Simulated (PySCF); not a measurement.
SiH₄O and related structures: several calculations on one system

Part 1: Relaxation

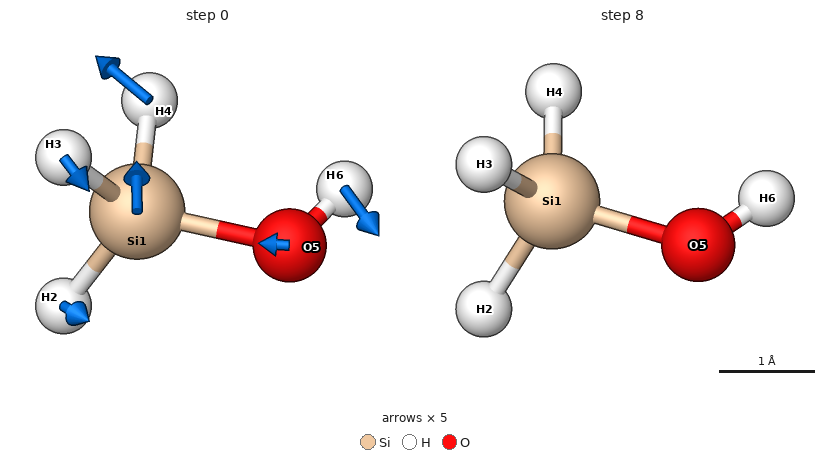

The structure of SiH₄O before (left) and after (right) a relaxation, at one scale. The blue arrows give the displacements, magnified 5 times.

Style: ball-and-stick. Shown from a free direction.

It is one of the separated products of a reaction.

Level of theory: RKS PBE0-D4/def2-TZVP, density fitting (PySCF 2.14.0). 

### Summarise the run.

After 8 geometry steps the energy has fallen by 4.70 kcal/mol. The largest move after the best rigid fit is that of H4, 0.17 Å. By element the largest moves are H 0.17 Å, Si 0.14 Å, O 0.07 Å. Near-neighbour distances that change, for instance: Si1–O5 1.670 → 1.648 Å, Si1–H4 1.510 → 1.489 Å. Among the angles between lasting bonds that change: H4–Si1–O5 101.0° → 110.4°, H2–Si1–O5 116.8° → 109.6°, Si1–O5–H6 111.1° → 117.7°.

Part 2: Relaxation

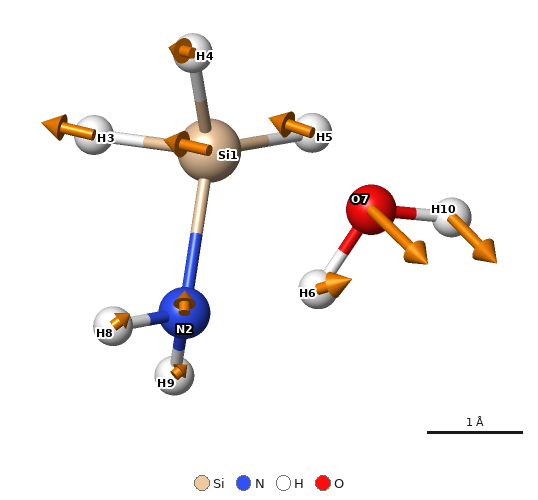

This is a relaxation of SiNH7O (started from a transition state, displaced along its imaginary mode). The starting structure is drawn; orange arrows show the displacements, at their true length. The two geometries are superimposed by the best rigid fit.

The picture is a ball-and-stick view, seen at a tilt.

Method: RKS PBE0-D4/def2-TZVP, density fitting (PySCF 2.14.0). 

**What happened in the run?**

The largest move after the best rigid fit is that of O7, 1.03 Å. By element the largest moves are O 1.03 Å, H 0.79 Å, Si 0.59 Å, N 0.29 Å. Near-neighbour distances that change, for instance: Si1–O7 2.189 → 3.759 Å, Si1–H6 2.154 → 2.953 Å, N2–H6 1.543 → 1.998 Å, Si1–N2 1.804 → 1.739 Å. Among the angles between lasting bonds that change: N2–Si1–H3 98.6° → 114.6°, N2–Si1–H4 115.8° → 107.3°, H4–Si1–H5 119.3° → 111.0°. The energy falls by 64.7 kJ/mol in 33 geometry steps.

Part 3: Reaction

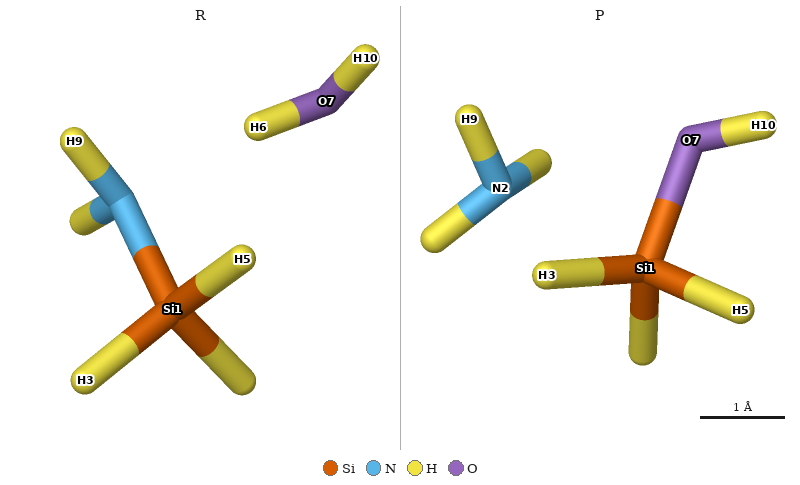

Reactant (R) and product (P) of one elementary step of SiNH₇O. Style: stick. Shown at a tilt.

Stationary points at PBE0-D4/def2-TZVP, single-point energies with PBE0-D4, PBE-D4, SPW92 (LDA) (def2-TZVPP where no basis is named; PySCF 2.14.0). The energies are electronic, without zero-point or thermal terms, and both ends are the minima reached downhill from the saddle, with any fragments still in contact.

R:
```xyz
10

Si   -1.2629   -0.4342   -0.3195
N     0.1888   -0.7177    0.5950
H    -2.3063   -1.4893   -0.1723
H    -1.8276    0.8571    0.1381
H    -0.8779   -0.3680   -1.7517
H     1.3240    0.8835    0.2206
O     1.7792    1.7337    0.1009
H     0.1222   -0.6224    1.5990
H     0.7202   -1.5488    0.3769
H     2.1404    1.7059   -0.7870
```

P:
```xyz
10

Si   -0.6869    0.3047   -0.7114
N     0.4634   -0.6471    1.2399
H    -1.0618   -1.1285   -0.8322
H    -1.3904    0.9937    0.4018
H    -1.2994    0.9280   -1.9430
H     0.9845    0.1051    1.6736
O     0.9249    0.6820   -0.9318
H    -0.1223   -1.0840    1.9408
H     1.1329   -1.3293    0.9060
H     1.0553    1.1754   -1.7437
```

**What is the transition state like, and how high is the barrier?**

Counted by bonded pieces, R holds H₂O + SiH₅N and P holds NH₃ + SiH₄O. From R over the saddle to P, bonds form: Si1–O7 (3.76 → 2.02 → 1.67 Å), N2–H6 (2.00 → 1.21 → 1.01 Å). Bonds break: Si1–N2 (1.74 → 1.88 → 2.46 Å), H6–O7 (0.97 → 1.28 → 2.67 Å). The saddle has one imaginary mode, 1064i cm⁻¹. With PBE0-D4 the barrier is 23.3 kcal/mol from R and 30.7 kcal/mol from P, and P lies 7.5 kcal/mol below R.

```tsv
level	barrier from R (kcal/mol)	barrier from P (kcal/mol)	P less R (kcal/mol)
PBE0-D4	23.3	30.7	−7.5
PBE-D4	20.4	27.8	−7.4
SPW92 (LDA)	12.8	22.0	−9.2
```

Saddle geometry:

```xyz
10

Si   -0.7708    0.0544   -0.3822
N     0.4608   -0.7199    0.8098
H    -1.7753   -1.0842   -0.3011
H    -1.5926    1.1545    0.1763
H    -0.4564   -0.0408   -1.8363
H     1.0995    0.2509    0.4597
O     0.8181    1.2962   -0.2166
H     0.1513   -0.7449    1.7739
H     0.7746   -1.6455    0.5465
H     1.2911    1.4789   -1.0300
```

The saddle point in the same view, with dashed sticks for the bonds that form or break:

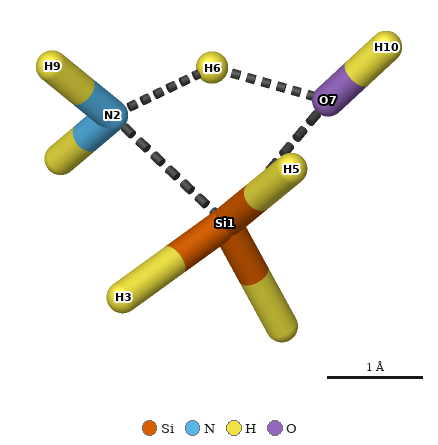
